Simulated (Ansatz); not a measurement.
# B3LYP/6-31G(d) (spherical functions) run of Si2H2OF2 (SMILES F[Si]1(F)O[SiH2]1)

What is the electronic atomisation energy of Si2H2OF2 at B3LYP/6-31G* (spherical functions)? 

Program for the calculation: Ansatz 0.2.0.

49 further runs of the same task are left out: 49 set aside as unsound or not needed. Runs told in other sessions of the task aren't counted.

**1. Starting point**

The species is Si2H2OF2 (7 atoms), meant as a singlet with charge 0. As SMILES, `F[Si]1(F)O[SiH2]1`. The shape is that of a PBE0-D4/def2-TZVP optimisation.

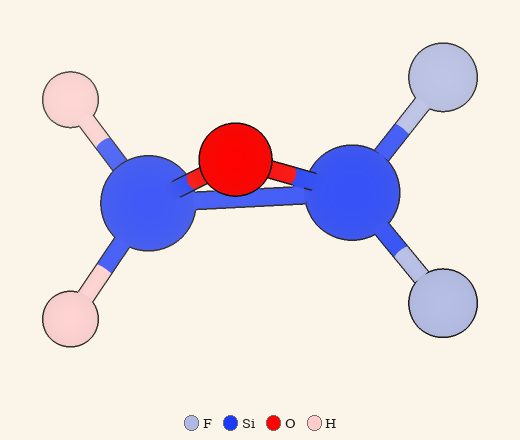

Viewed from a chosen angle; fluorine light blue, silicon blue, oxygen red, hydrogen pink.

**2. A single-point energy at B3LYP/6-31G(d) (spherical functions)**

run.yaml

```yaml
crystal:
  periodic: [false, false, false]
  atoms:
    - {symbol: F, position_ang: [0.424200, -1.612100, 1.693800]}
    - {symbol: Si, position_ang: [0.037900, -1.026000, 0.280100]}
    - {symbol: F, position_ang: [-0.194200, -2.288000, -0.639100]}
    - {symbol: O, position_ang: [1.103500, 0.077900, -0.322100]}
    - {symbol: Si, position_ang: [-0.304800, 1.058600, -0.232800]}
    - {symbol: H, position_ang: [-0.202300, 2.188800, 0.720000]}
    - {symbol: H, position_ang: [-0.802800, 1.532800, -1.545500]}
basis:
  gaussian: {orbitals: 6-31G_st_-spherical.json}
total_charge: 0
hamiltonian: {xc: {name: B3LYP}}
accuracy: high
output: {orbitals: {seedname: orbitals}}
```

The basis set 6-31G* is read from a file made from the Basis Set Exchange's data (not shown).

Run with:

```
ansatz run run.yaml --threads 1 --pin off --max-ram 2610MiB --events-out events.jsonl --progress --plain --runs-dir runs
```

Standard output:

```text
Warning: RAYON_NUM_THREADS=1 ignored (pool sized by the plan → 1); use --threads N
Functional definition: B3LYP
  name "B3LYP"
  parameter a0 = 0.2
  parameter ax = 0.72
  parameter ac = 0.81
  exchange = (1 - a0 - ax)*slater_x + ax*b88_x + a0*exact_x
  correlation = (1 - ac)*vwn_rpa_c + ac*lyp_c
1769 factors; integrals over basis functions are off by at most 3.4e-9 eV
mean field evaluation 1: about -23264.6484 eV, gradient 6.5e1 eV
mean field evaluation 2: about -23239.5815 eV, gradient 1.3e2 eV
mean field evaluation 4: about -23271.5751 eV, gradient 8.5e0 eV
mean field evaluation 8: about -23271.8775 eV, gradient 5.0e-1 eV
mean field evaluation 16: about -23271.8783 eV, gradient 6.7e-5 eV
mean field -23271.87830799 eV, -855.2257535731 hartree, gradient 8.1e-8 eV, S^2 0.000000; 0 other end points of the search recorded, 0 dependent functions left out
reference -23271.87834800 eV, -855.2257550435 hartree; 28, 28 occupied and 54, 54 virtual orbitals, 1769 factors
Total energy: -23271.87834800 eV, -855.2257550435 hartree
```

It took 9 s on 1 thread of Arm Neoverse V1, shared host; peak memory 0.28 GiB.

**3. The F atom, same level**

molecule.yaml

```yaml
crystal:
  periodic: [false, false, false]
  atoms:
    - symbol: F
      position_ang: [0.000000, 0.000000, 0.000000]
basis:
  gaussian: {orbitals: 6-31G_st_-spherical.json}
total_charge: 0
magnetization: {spin_polarized: true, initial_magnetization: 1}
hamiltonian: {xc: {name: B3LYP}}
accuracy: high
```

The basis set 6-31G* is read from a file made from the Basis Set Exchange's data (not shown).

Run the same way, it converges to -99.71458 Eh (log not shown).

**4. The H atom at the same level**

in.yaml

```yaml
crystal:
  periodic: [false, false, false]
  atoms:
    - {symbol: H, position_ang: [0.000000, 0.000000, 0.000000]}
basis:
  gaussian:
    orbitals: "6-31G*"
accuracy: high
hamiltonian:
  xc: {name: B3LYP}
total_charge: 0
magnetization:
  spin_polarized: true
  initial_magnetization: 1
```

Run the same way, it converges to -0.50027 Eh (log not shown).

**5. The O atom at the same level**

molecule.yaml

```yaml
crystal:
  periodic: [false, false, false]
  atoms:
    - symbol: O
      position_ang: [0.000000, 0.000000, 0.000000]
basis:
  gaussian: {orbitals: 6-31G_st_-spherical.json}
magnetization: {spin_polarized: true, initial_magnetization: 2}
hamiltonian: {xc: {name: B3LYP}}
accuracy: high
```

The basis set 6-31G* is read from a file made from the Basis Set Exchange's data (not shown).

Run with:

```
ansatz run molecule.yaml --threads 1 --pin off --max-ram 2610MiB --events-out events.jsonl --progress --plain --runs-dir runs
```

Standard output (excerpt; [...] marks lines left out):

```text
Warning: RAYON_NUM_THREADS=1 ignored (pool sized by the plan → 1); use --threads N
[... 7 set-up lines as earlier in the session ...]
96 factors; integrals over basis functions are off by at most 1.3e-9 eV
mean field evaluation 1: about -2042.3583 eV, gradient 5.4e0 eV
mean field evaluation 2: about -2042.4299 eV, gradient 3.3e0 eV
mean field evaluation 4: about -2042.4706 eV, gradient 1.8e-2 eV
mean field evaluation 8: about -2042.4704 eV, gradient 1.5e-4 eV
mean field -2042.47041935 eV, -75.0594034748 hartree, gradient 7.8e-10 eV, S^2 2.002219; 0 other end points of the search recorded, 0 dependent functions left out
reference -2042.47043006 eV, -75.0594038687 hartree; 5, 3 occupied and 9, 11 virtual orbitals, 96 factors
Total energy: -2042.47043006 eV, -75.0594038687 hartree
```

It took 0.32 s on 1 thread of Arm Neoverse V1, shared host.

**6. The Si atom, same level**

input.yaml

```yaml
crystal:
  periodic: [false, false, false]
  atoms:
    - {symbol: Si, position_ang: [0.000000, 0.000000, 0.000000]}
basis:
  gaussian:
    orbitals: 6-31G_st_-spherical.json
magnetization:
  spin_polarized: true
  initial_magnetization: 2
hamiltonian:
  xc: {name: B3LYP}
accuracy: high
```

The basis set 6-31G* is read from a file made from the Basis Set Exchange's data (not shown).

Run the same way, it converges to -289.36979 Eh (log not shown).

**7. What came out**

Level: B3LYP/6-31G* (spherical functions).

```
                     quantity          value
       molecule: total energy  -855.22576 Eh
        molecule: HOMO energy       -7.31 eV
        molecule: LUMO energy       -1.47 eV
      molecule: HOMO–LUMO gap        5.84 eV
         F atom: total energy   -99.71458 Eh
                 F atom: ⟨S²⟩          0.751
         H atom: total energy    -0.50027 Eh
                 H atom: ⟨S²⟩          0.750
         O atom: total energy   -75.05940 Eh
                 O atom: ⟨S²⟩          2.002
        Si atom: total energy  -289.36979 Eh
                Si atom: ⟨S²⟩          2.002
electronic atomisation energy      27.131 eV
```

In words: Taking the molecule apart into free atoms costs 27.13 eV (2618 kJ/mol), before zero-point energy and without spin-orbit coupling.
